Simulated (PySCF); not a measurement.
# C2H2O2, SMILES `O=CC=O`: electronic structure

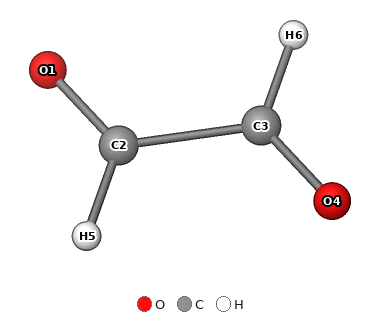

The molecule, with its atoms numbered as below. No frequency check shows the geometry to be a minimum.

Coordinates in Å:

```
O1       1.7244   -0.1657    0.0000
C2       0.6579    0.3778    0.0000
C3      -0.6579   -0.3778    0.0000
O4      -1.7244    0.1657    0.0000
H5       0.5383    1.4758    0.0000
H6      -0.5383   -1.4758    0.0000
```

## 1. Bonding charge

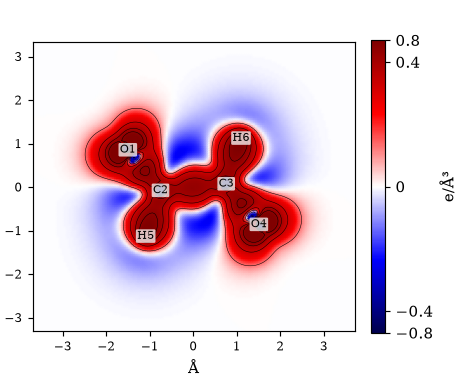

Deformation density (molecule less spherical, spin-averaged free atoms) in the molecular plane; colour scale in e/Å³, logarithmic beyond ±0.1; red: gain, blue: loss.

PySCF calculation, PBE/6-311G**, gas phase; geometry: GFN2-xTB. This is a single-reference result, which may miss multireference character in this system.

Describe the bonding that the map shows.

Answer. C2–H5 and C3–H6: +0.72 e/Å³ at the bond critical point (bond length 1.10 Å, Mayer order 0.9). O1–C2 and C3–O4: +0.56 e/Å³ at the bond critical point (bond length 1.20 Å, Mayer order 2.1). C2–C3: +0.54 e/Å³ at the bond critical point (bond length 1.52 Å, Mayer order 0.9). In all, 1.5 electrons gather in the regions of gain relative to the promolecule.

Where do the Hirshfeld charges lie?

Answer. The highest Hirshfeld charge is on C2 and C3 (+0.12 e), the lowest on O1 and O4 (−0.16 e).

| atom | charge (e) |
| --- | --- |
| O1 | −0.16 |
| C2 | +0.12 |
| C3 | +0.12 |
| O4 | −0.16 |
| H5 | +0.04 |
| H6 | +0.04 |

## 2. Local ionisation energy

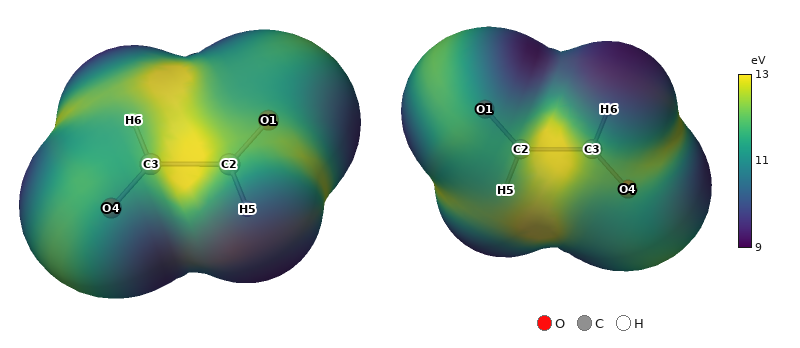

Average local ionisation energy on the surface of electron density 0.001 a.u. (back view left, front view right).

Where are the most loosely bound electrons on this surface?

Answer. The lowest value is 9.0 eV, 1.8 Å from O1, and at like points elsewhere. Further minima include 9.1 eV, 1.4 Å from H6, and at like points elsewhere; 9.4 eV, 1.8 Å from O1, and at like points elsewhere. For comparison, the highest occupied orbital lies at −6.1 eV.

What volume does the surface enclose, and what is the dipole moment?

Answer. About 71 Å³; the dipole moment is 0.0 D.

## 3. The π system

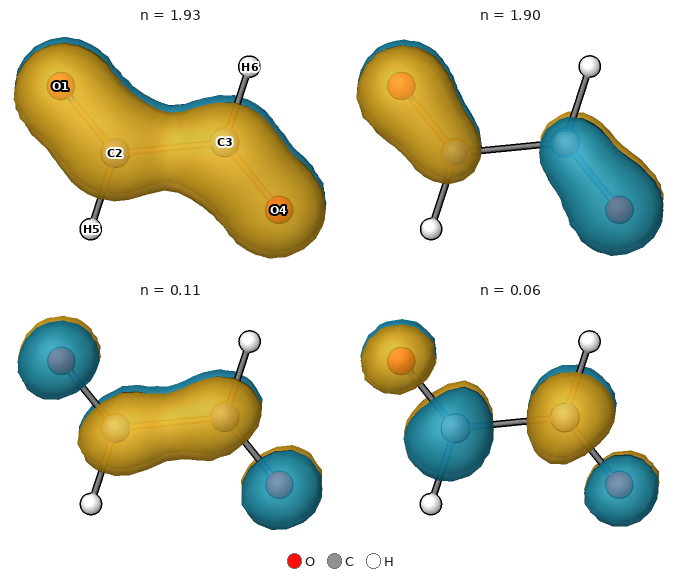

Natural orbitals of the π active space, CASSCF(4,4), singlet state, in order of falling occupation.

Method: def2-SVP basis; geometry: GFN2-xTB; program: PySCF.

How multiconfigurational is the state?

Answer. The leading determinant weighs 0.92; the effective number of unpaired electrons, Σ n²(2−n)², is 0.11; the most occupied of the weakly occupied orbitals holds 0.11 e, as in an ordinary closed-shell π system. The active space lowers the energy by 1.94 eV against Hartree–Fock.

Where does the lowest triplet lie relative to the singlet, at this geometry and within this active space?

Answer. 5.57 eV above it by strongly contracted NEVPT2 (+5.17 eV by CASSCF); a small basis tends to put such gaps a few tenths of an eV too high. This is a vertical energy for π states alone; a state that uses lone pairs or σ orbitals may lie lower.

## 4. Stretching a bond

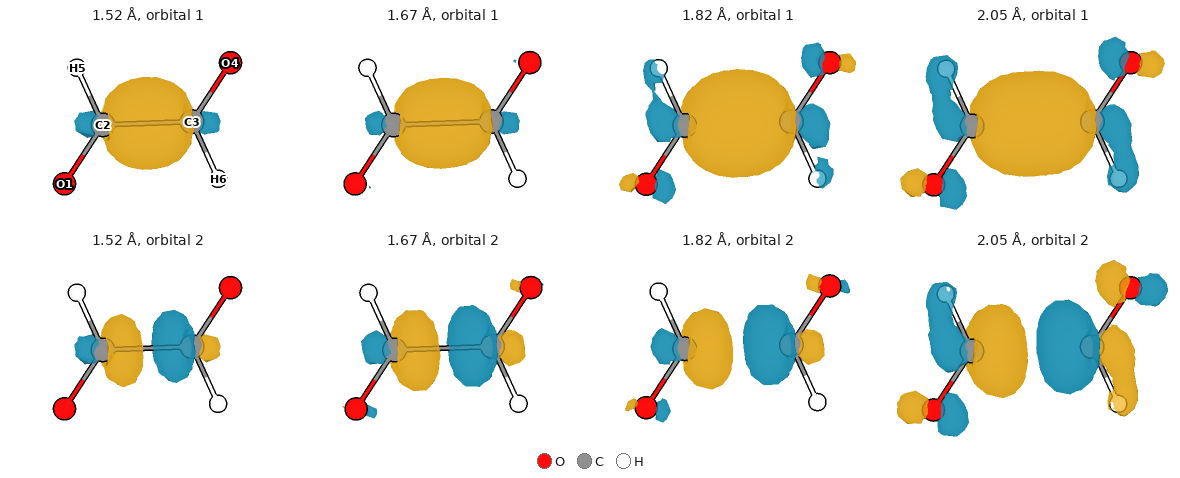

Rigid stretch of the C2–C3 bond. The two CASSCF(2,2) natural orbitals nearest half filling (orbital 1 the more occupied).

PySCF calculation, def2-SVP basis, gas phase; geometry: GFN2-xTB.

How do the occupations change along the stretch?

Answer. 1.52 Å: 1.98 and 0.02; 1.67 Å: 1.97 and 0.03; 1.82 Å: 1.96 and 0.04; 2.05 Å: 1.92 and 0.08. At the longest distance computed (4.26 Å) they are 1.09 and 0.91, and the effective number of unpaired electrons is 2.0.

UHF already breaks spin symmetry near equilibrium here (⟨S²⟩ = 0.09 at 1.52 Å), for reasons apart from this bond.

How much energy does the stretch cost?

Answer. By CASSCF, 3.4 eV from the lowest point of the scan (1.52 Å) to 4.26 Å; RHF gives 7.3 eV from its own lowest point. The fragments aren't relaxed and dynamic correlation is missing, so this isn't a bond dissociation energy.

The PySCF runs shown took 9.8 s, 12 s and 2.2 min on 1 thread of Arm Neoverse N1 (shared host).
